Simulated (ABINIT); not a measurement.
# BaH2 (P6_3/mmc): G0W0 in ABINIT against the screening cutoff in the self-energy

Wanted: the cheapest screening cutoff in the self-energy that holds the gap of BaH2 (P6_3/mmc).

Program: ABINIT 10.8.3. Level of theory: PBEsol and many-body steps on it, plane waves. Results are calculated unless marked as measured.

## (1) Set-up

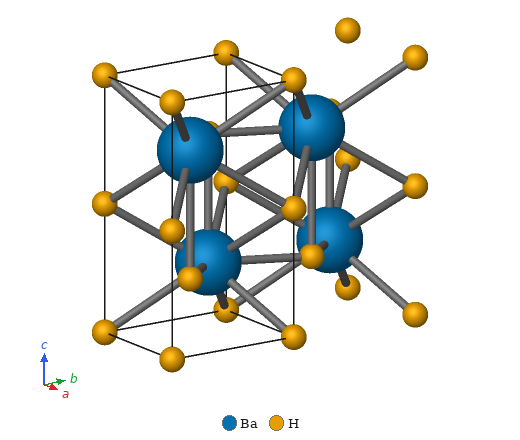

The starting structure, seen slightly off an axis (barium blue, hydrogen orange). 1×2×1 cells are drawn. Bonds to atoms that aren't drawn are left out. Some periodic images of atoms are drawn too.

As a file:

```cif
data_structure
_symmetry_space_group_name_H-M 'P 1'
_symmetry_Int_Tables_number 1
_cell_length_a 4.4620
_cell_length_b 4.4620
_cell_length_c 6.0553
_cell_angle_alpha 90.000
_cell_angle_beta 90.000
_cell_angle_gamma 120.000
_cell_volume 104.41
loop_
_atom_site_label
_atom_site_type_symbol
_atom_site_fract_x
_atom_site_fract_y
_atom_site_fract_z
_atom_site_occupancy
Ba1 Ba 0.66667 0.33333 0.75000 1
Ba2 Ba 0.33333 0.66667 0.25000 1
H3 H 0.33333 0.66667 0.75000 1
H4 H 0.66667 0.33333 0.25000 1
H5 H 0.00000 0.00000 0.50000 1
H6 H 0.00000 0.00000 0.00000 1
```

The cell and positions are those that the Materials Project relaxed with its own functionals (PBE, PBE+U or r2SCAN), kept fixed. Spin-orbit coupling is left out unless a step names it.

## (2) Screening, 3×3×2 mesh, 491 bands, screening to 217.7 eV

This step: ABINIT 10.8.3; RPA screening on PBEsol, plane waves, norm-conserving pseudopotentials.

The RPA dielectric matrix is built and inverted for each q.

run.abi

```
acell 3*1.0 Angstrom
rprim 
  4.462025052349 0.000000000014 0.000000000000
  -2.231012526186 3.864227047650 0.000000000000
  0.000000000000 0.000000000000 6.055292590000
ntypat 2
znucl 56 1
natom 6
typat 1 1 2 2 2 2
xred 
  0.666666666667 0.333333333333 0.750000000000
  0.333333333333 0.666666666667 0.250000000000
  0.333333333333 0.666666666667 0.750000000000
  0.666666666667 0.333333333333 0.250000000000
  0.000000000000 0.000000000000 0.500000000000
  0.000000000000 0.000000000000 0.000000000000
pp_dirpath "pseudos"
pseudos "Ba.upf, H.upf"
ecut 32
ngkpt 3 3 2
nshiftk 1
shiftk 0 0 0
kptopt 1
chksymbreak 0
istwfk *1
occopt 1
irdwfk 1
optdriver 3
nband 491
ecuteps 8
inclvkb 2
awtr 1
symchi 1
indata_prefix "in"
outdata_prefix "out"
tmpdata_prefix "tmp"
```

Command:

```bash
> OMP_NUM_THREADS=1 mpirun -n 4 abinit run.abi > log
```

The program printed:

```text
.Version 10.8.3 of ABINIT. v10.8.2 released Aug 2026.

 Symmetries : space group P6_3/m m c (#194); Bravais hP (primitive hexag.)
[... echo of the input left out ...]
== DATASET  1 ==================================================================
-   mpi_nproc: 4, omp_nthreads: 1 (-1 if OMP is not activated)

--- !DatasetInfo
iteration_state: {dtset: 1, }
dimensions: {natom: 6, nkpt: 6, mband: 491, nsppol: 1, nspinor: 1, nspden: 1, mpw: 6126, }
cutoff_energies: {ecut:  32.0, pawecutdg:  -1.0, }
electrons: {nelect:   2.40000000E+01, charge:   0.00000000E+00, occopt:   1.00000000E+00, tsmear:   1.00000000E-02, }

 SCREENING: Calculation of the susceptibility and dielectric matrices

 Based on a program developped by R.W. Godby, V. Olevano, G. Onida, and L. Reining.
 Incorporated in ABINIT by V. Olevano, G.-M. Rignanese, and M. Torrent.
.Using double precision arithmetic ; gwpc =  8

[... cell and pseudopotentials left out ...]
--------------------------------------------------------------------------------

 ==== K-mesh for the wavefunctions ====
 Number of points in the irreducible wedge :     6
[... list of points left out ...]
 Together with 24 symmetry operations and time-reversal symmetry
 yields    18 points in the full Brillouin Zone.

 ==== Q-mesh for the screening function ====
 Number of points in the irreducible wedge :     6
[... list of points left out ...]
 Together with 24 symmetry operations and time-reversal symmetry
 yields    18 points in the full Brillouin Zone.

 setmesh: FFT mesh size selected  =    32x   32x   48
          total number of points  =        49152

 vcoul_init : cutoff-mode = AUXILIARY_FUNCTION
 q-points for optical limit:   1
     1)      0.000010    0.000020    0.000030

- screening: taking advantage of time-reversal symmetry
- Maximum band index for partially occupied states nbvw = 12
- Remaining bands to be divided among processors   nbcw = 479
- Number of bands treated by each node ~119

 Number of electrons calculated from density =   24.0000; Expected =   24.0000
 average of density, n =  0.034063
 r_s =    1.9137
 omega_plasma =   17.8032 [eV]

 calculating chi0 at frequencies [eV] :
  1    0.000000E+00    0.000000E+00
  2    0.000000E+00    1.780320E+01

--------------------------------------------------------------------------------
  q-point number  1        q = ( 0.000000, 0.000000, 0.000000) [r.l.u.]
--------------------------------------------------------------------------------
[... chi0 elements left out ...]
 For q-point:  0.000010 0.000020 0.000030
  dielectric constant =   5.8418
  dielectric constant without local fields =   6.5047

  Average fulfillment of the sum rule on Im[epsilon] for q-point    1 :    101.86  [%]
[... wings left out ...]
  q-point number  2        q = ( 0.333333, 0.000000, 0.000000) [r.l.u.]
--------------------------------------------------------------------------------
[... chi0 elements left out ...]
  Average fulfillment of the sum rule on Im[epsilon] for q-point    2 :    103.90  [%]

 [... 4 further q-points ...]
```

Elapsed: 5.8 min, on 4 MPI ranks of Intel Xeon Platinum 8259CL at 2.50GHz (Skylake/Cascade Lake), shared host; peak memory 3.3 GiB.

Numbers from this step:

| Item | Value |
| --- | --- |
| ε∞ with local fields, on this mesh, along the program's q direction | 5.842 |
| the same without local fields | 6.505 |
| plasma frequency | 17.80 eV |
| plane waves in the screening matrix | 759 |

Local fields lower ε∞ by 10 %. On a Γ-centred mesh this coarse the value itself is usually too large, while a short band sum pulls it down.

## (3) 0.8 Ha

This step: G0W0 on PBEsol, plane waves, norm-conserving pseudopotentials.

run.abi: that of step 2 with these lines changed.

```diff
@@ -27,8 +27,17 @@
 irdwfk 1
-optdriver 3
+optdriver 4
 nband 491
-ecuteps 8
-inclvkb 2
-awtr 1
-symchi 1
+gwcalctyp 0
+ecutsigx 32
+symsigma 1
+nkptgw 2
+kptgw 
+  0.0000000000 0.0000000000 0.0000000000
+  0.3333333333 0.3333333333 0.5000000000
+bdgw 
+  11 14
+  11 14
+ecuteps 0.8
+irdscr 1
+ppmodel 1
 indata_prefix "in"
```

The program printed:

```text
.Version 10.8.3 of ABINIT. v10.8.2 released Aug 2026.

 Symmetries : space group P6_3/m m c (#194); Bravais hP (primitive hexag.)
[... echo of the input left out ...]
== DATASET  1 ==================================================================
-   mpi_nproc: 4, omp_nthreads: 1 (-1 if OMP is not activated)

--- !DatasetInfo
iteration_state: {dtset: 1, }
dimensions: {natom: 6, nkpt: 6, mband: 491, nsppol: 1, nspinor: 1, nspden: 1, mpw: 6126, }
cutoff_energies: {ecut:  32.0, pawecutdg:  -1.0, }
electrons: {nelect:   2.40000000E+01, charge:   0.00000000E+00, occopt:   1.00000000E+00, tsmear:   1.00000000E-02, }

 SIGMA: Calculation of the GW corrections

 Based on a program developped by R.W. Godby, V. Olevano, G. Onida, and L. Reining.
 Incorporated in ABINIT by V. Olevano, G.-M. Rignanese, and M. Torrent.
.Using double precision arithmetic ; gwpc =  8

[... cell and pseudopotentials left out ...]
--------------------------------------------------------------------------------

 ==== K-mesh for the wavefunctions ====
 Number of points in the irreducible wedge :     6
[... list of points left out ...]
 Together with 24 symmetry operations and time-reversal symmetry
 yields    18 points in the full Brillouin Zone.

 ==== Q-mesh for screening function ====
 Number of points in the irreducible wedge :     6
[... list of points left out ...]
 Together with 24 symmetry operations and time-reversal symmetry
 yields    18 points in the full Brillouin Zone.

 vcoul_init : cutoff-mode = AUXILIARY_FUNCTION
 q-points for optical limit:   1
     1)      0.000010    0.000020    0.000030
 setmesh: FFT mesh size selected  =    40x   40x   60
          total number of points  =        96000

 Number of electrons calculated from density =   24.0000; Expected =   24.0000
 average of density, n =  0.034063
 r_s =    1.9137
 omega_plasma =   17.8032 [eV]

 === KS Band Gaps ===
  >>>> For spin  1
   Minimum direct gap =   2.7256 [eV], located at k-point      :   0.0000  0.0000  0.0000
   Fundamental gap    =   1.4734 [eV], Top of valence bands at :   0.0000  0.0000  0.0000
                                       Bottom of conduction at :   0.3333  0.3333  0.5000
 SIGMA fundamental parameters:
 PLASMON POLE MODEL  1
 number of plane-waves for SigmaX                 6089
 number of plane-waves for SigmaC and W             23
 number of plane-waves for wavefunctions          6089
 number of bands                                   491
 number of independent spin polarizations            1
 number of spinorial components                      1
 number of k-points in IBZ                           6
 number of q-points in IBZ                           6
 number of symmetry operations                      24
 number of k-points in BZ                           18
 number of q-points in BZ                           18
 number of frequencies for dSigma/dE                 9
 frequency step for dSigma/dE [eV]                0.25
 number of omega for Sigma on real axis              0
 max omega for Sigma on real axis  [eV]           0.00
 zcut for avoiding poles [eV]                     0.10

 EPSILON^-1 parameters (SCR file):
 dimension of the eps^-1 matrix on file            759
 dimension of the eps^-1 matrix used                23
 number of plane-waves for wavefunctions          6089
 number of bands                                   491
 number of q-points in IBZ                           6
 number of frequencies                               2
 number of real frequencies                          1
 number of imag frequencies                          1

 matrix elements of self-energy operator (all in [eV])

 Perturbative Calculation

--- !SelfEnergy_ee
iteration_state: {dtset: 1, }
kpoint     : [   0.000,    0.000,    0.000, ]
spin       : 1
KS_gap     :    2.726
QP_gap     :    4.241
Delta_QP_KS:    1.516
data: !SigmaeeData |
     Band     E0 <VxcDFT>   SigX SigC(E0)      Z dSigC/dE  Sig(E)    E-E0       E
       11   3.623 -10.601 -13.543   2.133   0.808  -0.237 -11.254  -0.653   2.970
       12   4.131 -10.778 -13.538   2.018   0.813  -0.231 -11.381  -0.603   3.528
       13   6.857  -9.229  -4.726  -3.393   0.822  -0.216  -8.316   0.912   7.769
       14   6.857  -9.229  -4.726  -3.393   0.822  -0.216  -8.316   0.912   7.769

--- !SelfEnergy_ee
iteration_state: {dtset: 1, }
kpoint     : [   0.333,    0.333,    0.500, ]
spin       : 1
KS_gap     :    3.017
QP_gap     :    4.493
Delta_QP_KS:    1.475
data: !SigmaeeData |
     Band     E0 <VxcDFT>   SigX SigC(E0)      Z dSigC/dE  Sig(E)    E-E0       E
       11   2.587 -11.072 -14.405   2.466   0.805  -0.242 -11.770  -0.699   1.889
       12   2.587 -11.072 -14.405   2.466   0.805  -0.242 -11.770  -0.699   1.889
       13   5.605  -8.695  -4.279  -3.470   0.821  -0.218  -7.918   0.777   6.381
       14   5.605  -8.695  -4.279  -3.470   0.821  -0.218  -7.918   0.777   6.381

== END DATASET(S) ==============================================================
================================================================================

 -outvars: echo values of variables after computation  --------
           etotal      0.0000000000E+00
            nband         491
             nkpt           6
          spgroup         194
 [... the other variables as echoed above ...]

 Calculation completed.
```

It took 13 s on 4 MPI ranks; peak memory 1.6 GiB; 53 s of CPU time.

This step gave:

* G0W0 gap on the points computed: 2.853 eV
* starting gap on the mesh: 1.473 eV
* k of the valence top: 0, 0, 0
* k of the conduction bottom: 0.3333, 0.3333, 0.5
* Z at the valence top: 0.813
* Z at the conduction bottom: 0.821
* least direct G0W0 gap on the computed points: 4.241 eV

## (4) 1.6 Ha

run.abi: that of step 3 with these lines changed.

```diff
@@ -39,3 +39,3 @@
   11 14
-ecuteps 0.8
+ecuteps 1.6
 irdscr 1
```

The program printed:

```text
.Version 10.8.3 of ABINIT. v10.8.2 released Aug 2026.

 Symmetries : space group P6_3/m m c (#194); Bravais hP (primitive hexag.)
[... echo of the input left out ...]
== DATASET  1 ==================================================================
-   mpi_nproc: 4, omp_nthreads: 1 (-1 if OMP is not activated)

--- !DatasetInfo
iteration_state: {dtset: 1, }
dimensions: {natom: 6, nkpt: 6, mband: 491, nsppol: 1, nspinor: 1, nspden: 1, mpw: 6126, }
cutoff_energies: {ecut:  32.0, pawecutdg:  -1.0, }
electrons: {nelect:   2.40000000E+01, charge:   0.00000000E+00, occopt:   1.00000000E+00, tsmear:   1.00000000E-02, }

 SIGMA: Calculation of the GW corrections

 Based on a program developped by R.W. Godby, V. Olevano, G. Onida, and L. Reining.
 Incorporated in ABINIT by V. Olevano, G.-M. Rignanese, and M. Torrent.
.Using double precision arithmetic ; gwpc =  8

[... cell and pseudopotentials left out ...]
--------------------------------------------------------------------------------

 ==== K-mesh for the wavefunctions ====
 Number of points in the irreducible wedge :     6
[... list of points left out ...]
 Together with 24 symmetry operations and time-reversal symmetry
 yields    18 points in the full Brillouin Zone.

 ==== Q-mesh for screening function ====
 Number of points in the irreducible wedge :     6
[... list of points left out ...]
 Together with 24 symmetry operations and time-reversal symmetry
 yields    18 points in the full Brillouin Zone.

 vcoul_init : cutoff-mode = AUXILIARY_FUNCTION
 q-points for optical limit:   1
     1)      0.000010    0.000020    0.000030
 setmesh: FFT mesh size selected  =    40x   40x   60
          total number of points  =        96000

 Number of electrons calculated from density =   24.0000; Expected =   24.0000
[...]
number of omega for Sigma on real axis              0
 max omega for Sigma on real axis  [eV]           0.00
 zcut for avoiding poles [eV]                     0.10

 EPSILON^-1 parameters (SCR file):
 dimension of the eps^-1 matrix on file            759
 dimension of the eps^-1 matrix used                61
 number of plane-waves for wavefunctions          6089
 number of bands                                   491
 number of q-points in IBZ                           6
 number of frequencies                               2
 number of real frequencies                          1
 number of imag frequencies                          1

 matrix elements of self-energy operator (all in [eV])

 Perturbative Calculation

--- !SelfEnergy_ee
iteration_state: {dtset: 1, }
kpoint     : [   0.000,    0.000,    0.000, ]
spin       : 1
KS_gap     :    2.726
QP_gap     :    4.190
Delta_QP_KS:    1.465
data: !SigmaeeData |
     Band     E0 <VxcDFT>   SigX SigC(E0)      Z dSigC/dE  Sig(E)    E-E0       E
       11   3.623 -10.601 -13.543   1.952   0.790  -0.265 -11.383  -0.782   2.841
       12   4.131 -10.778 -13.538   1.827   0.794  -0.259 -11.519  -0.741   3.390
       13   6.857  -9.229  -4.726  -3.616   0.816  -0.226  -8.505   0.724   7.580
[...]
--- !SelfEnergy_ee
iteration_state: {dtset: 1, }
kpoint     : [   0.333,    0.333,    0.500, ]
spin       : 1
KS_gap     :    3.017
QP_gap     :    4.461
Delta_QP_KS:    1.444
data: !SigmaeeData |
     Band     E0 <VxcDFT>   SigX SigC(E0)      Z dSigC/dE  Sig(E)    E-E0       E
[...]
13   5.605  -8.695  -4.279  -3.685   0.816  -0.226  -8.099   0.596   6.200
       14   5.605  -8.695  -4.279  -3.685   0.816  -0.226  -8.099   0.596   6.200

== END DATASET(S) ==============================================================
================================================================================

 -outvars: echo values of variables after computation  --------
           etotal      0.0000000000E+00
            nband         491
             nkpt           6
          spgroup         194
 [... the other variables as echoed above ...]

 Calculation completed.
```

It took 14 s on 4 MPI ranks; peak memory 1.6 GiB; 55 s of CPU time.

This step gave:

```yaml
g0w0_gap_on_the_points_computed: 2.81 eV
starting_gap_on_the_mesh: 1.473 eV
k_of_the_valence_top: 0, 0, 0
k_of_the_conduction_bottom: 0.3333, 0.3333, 0.5
z_at_the_valence_top: 0.794
z_at_the_conduction_bottom: 0.816
least_direct_g0w0_gap_on_the_computed_points: 4.190 eV
```

## (5) 2.8 Ha

The self-energy is evaluated for the states that the input lists, and the levels follow from it, in one-shot runs by the linearised quasiparticle equation.

run.abi: that of step 4 with these lines changed.

```diff
@@ -39,3 +39,3 @@
   11 14
-ecuteps 1.6
+ecuteps 2.8
 irdscr 1
```

The program printed:

```text
.Version 10.8.3 of ABINIT. v10.8.2 released Aug 2026.

 Symmetries : space group P6_3/m m c (#194); Bravais hP (primitive hexag.)
[... echo of the input left out ...]
== DATASET  1 ==================================================================
-   mpi_nproc: 4, omp_nthreads: 1 (-1 if OMP is not activated)

--- !DatasetInfo
iteration_state: {dtset: 1, }
dimensions: {natom: 6, nkpt: 6, mband: 491, nsppol: 1, nspinor: 1, nspden: 1, mpw: 6126, }
cutoff_energies: {ecut:  32.0, pawecutdg:  -1.0, }
[...]
Band     E0 <VxcDFT>   SigX SigC(E0)      Z dSigC/dE  Sig(E)    E-E0       E
[...]
13   5.605  -8.695  -4.279  -3.770   0.814  -0.229  -8.170   0.525   6.130
       14   5.605  -8.695  -4.279  -3.770   0.814  -0.229  -8.170   0.525   6.130

== END DATASET(S) ==============================================================
================================================================================

 -outvars: echo values of variables after computation  --------
           etotal      0.0000000000E+00
            nband         491
             nkpt           6
          spgroup         194
 [... the other variables as echoed above ...]

 Calculation completed.
```

Run time: 28 s. Hardware: 4 MPI ranks; peak memory 1.8 GiB.

This step gave:

- G0W0 gap on the points computed: 2.941 eV
- starting gap on the mesh: 1.473 eV
- k of the valence top: 0, 0, 0
- k of the conduction bottom: 0.3333, 0.3333, 0.5
- least direct G0W0 gap on the computed points: 4.252 eV

The gap on the mesh goes from 1.47 eV to 2.94 eV, a correction of +1.47 eV.

## (6) 4 Ha

run.abi: that of step 5 with these lines changed.

```diff
@@ -39,3 +39,3 @@
   11 14
-ecuteps 2.8
+ecuteps 4
 irdscr 1
```

The program printed:

```text
.Version 10.8.3 of ABINIT. v10.8.2 released Aug 2026.

 Symmetries : space group P6_3/m m c (#194); Bravais hP (primitive hexag.)
[... echo of the input left out ...]
== DATASET  1 ==================================================================
-   mpi_nproc: 4, omp_nthreads: 1 (-1 if OMP is not activated)

--- !DatasetInfo
iteration_state: {dtset: 1, }
dimensions: {natom: 6, nkpt: 6, mband: 491, nsppol: 1, nspinor: 1, nspden: 1, mpw: 6126, }
cutoff_energies: {ecut:  32.0, pawecutdg:  -1.0, }
[...]
Band     E0 <VxcDFT>   SigX SigC(E0)      Z dSigC/dE  Sig(E)    E-E0       E
[...]
13   5.605  -8.695  -4.279  -3.798   0.813  -0.230  -8.193   0.502   6.106
       14   5.605  -8.695  -4.279  -3.798   0.813  -0.230  -8.193   0.502   6.106

== END DATASET(S) ==============================================================
================================================================================

 -outvars: echo values of variables after computation  --------
           etotal      0.0000000000E+00
            nband         491
             nkpt           6
          spgroup         194
 [... the other variables as echoed above ...]

 Calculation completed.
```

The job ended after 57 s (4 MPI ranks; peak memory 1.9 GiB; 3.8 min of CPU time).

Numbers from this step:

| Quantity | Value |
| --- | --- |
| G0W0 gap on the points computed | 3.004 eV |
| starting gap on the mesh | 1.473 eV |
| k of the valence top | 0, 0, 0 |
| k of the conduction bottom | 0.3333, 0.3333, 0.5 |
| least direct G0W0 gap on the computed points | 4.301 eV |

Against the run before, the gap moves by +0.063 eV.

(Continued in part 2 of 2.)

[Paths, hosts, dates, memory and timing lines, banners, echoed tables and standing remarks are left out of the program output.]

[Logs are printed without paths, hosts, clocks, repeated set-up lines and the standing remarks that a program may print on its own settings, such as how far it seeks lower states.]

[Runs of the session that timed out or met a known fault of the program may be left out.]

[Hosts, paths, dates, database ids (printed as entryN), source tags and the programs' standing remarks are cut or masked in the printed files.]

[G0W0 gaps are taken among the corrected bands and points alone; a level outside them can change the order at an edge.]

[Where Ansatz stands beside ABINIT at settings called matched, ABINIT's density can come from a denser mesh and the files from another edition; pairs whose starting gaps differed by over 0.03 eV were left out, so agreement reads better than it is.]
